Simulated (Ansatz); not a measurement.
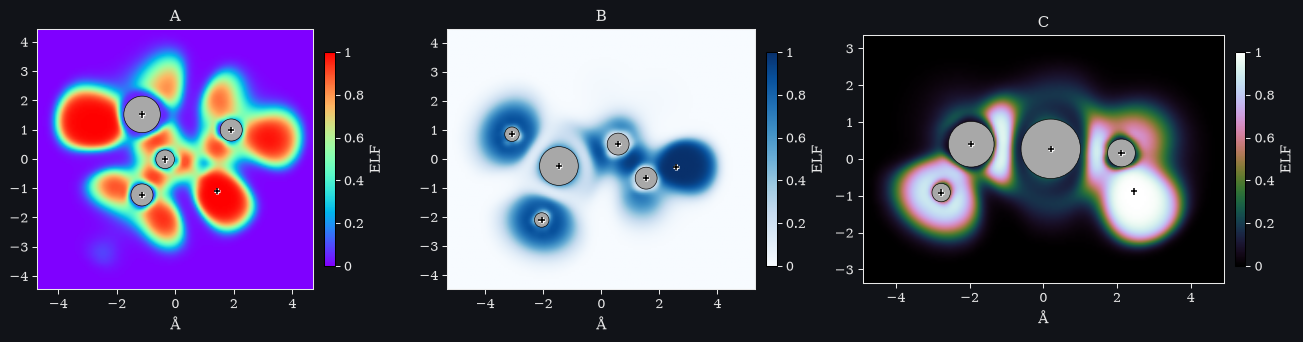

The electron localisation function of 3 systems, each on a plane through atoms (crosses mark nuclei in the plane; grey discs cover the cores).

All numbers below come from RKS PBE0-D4/def2-TZVPP (Ansatz).

System 1: C₄H₉F₂In (SMILES C[C](C)(C)[In]([F])[F]), the plane of atoms F6, In5 and F7. Geometry: PBE0-D4/def2-TZVP; core potentials replace the inner electrons of In.

```xyz
16

C     0.4805    0.5922    1.3567
C     0.0246   -0.0855    0.0721
C     1.0778   -1.0626   -0.4262
C    -1.3065   -0.7915    0.2908
In   -0.2802    1.4586   -1.4298
F    -1.4718    2.9952   -1.2544
F     0.5504    1.6035   -3.1886
H     0.6118   -0.1725    2.1345
H    -0.2497    1.3144    1.7294
H     1.4403    1.1024    1.2424
H     0.7814   -1.5584   -1.3532
H     1.2274   -1.8435    0.3318
H     2.0442   -0.5828   -0.5966
H    -1.6635   -1.2993   -0.6089
H    -1.1778   -1.5597    1.0655
H    -2.0888   -0.1106    0.6345
```

System 2: CH₃CuF₃P (SMILES [CH3][Cu-][P+](F)(F)F), the plane of atoms Cu2, C1 and H8. Geometry: PBE0-D4/def2-TZVP.

```xyz
9

C    -0.2415   -1.7121    1.2647
Cu   -0.0246   -0.1769    0.1302
P     0.2189    1.5515   -1.1463
F    -0.6188    1.6299   -2.4497
F     1.6246    1.8417   -1.7352
F    -0.1001    2.9520   -0.5601
H     0.7200   -2.1952    1.4658
H    -0.8972   -2.4569    0.8027
H    -0.6814   -1.4341    2.2278
```

System 3: C₄H₁₃NSi, the plane of atoms Si4, N3 and C5. Geometry: PBE0-D4/def2-TZVP.

```xyz
19

C    -1.2330   -0.6937    1.9167
C    -0.1747    0.1317    1.2141
N    -0.3383    0.1657   -0.2266
Si   -0.9023   -1.1943   -1.1215
C     0.4493    1.1894   -0.8889
C     1.9501    0.9354   -0.9093
H    -1.1867   -1.7479    1.6272
H    -2.2353   -0.3247    1.6902
H    -1.0838   -0.6494    2.9974
H    -0.2244    1.1652    1.5832
H     0.8185   -0.2476    1.5010
H    -0.8543   -0.7946   -2.5518
H    -2.2958   -1.5656   -0.7584
H    -0.0798   -2.4330   -0.9526
H     0.2496    2.1496   -0.3936
H     0.0884    1.2929   -1.9159
H     2.4705    1.7504   -1.4191
H     2.1798    0.0052   -1.4358
H     2.3605    0.8611    0.1001
```

> Which map belongs to which system?

Panel A is system 3, C₄H₁₃NSi: the plane holds C, N, Si and H. C–N (1.45 Å): the ELF peaks at about 0.90 between the atoms; a shared electron pair. Panel B is system 1, C₄H₉F₂In: the plane holds C, In, F and H. C–C (1.52 Å): the ELF peaks at about 0.95 between the atoms; a shared electron pair. Panel C is system 2, CH₃CuF₃P: the plane holds C, Cu, P, F and H. P–F (1.55 Å): the ELF peaks at about 0.85 between the atoms; a shared but strongly polarised pair.
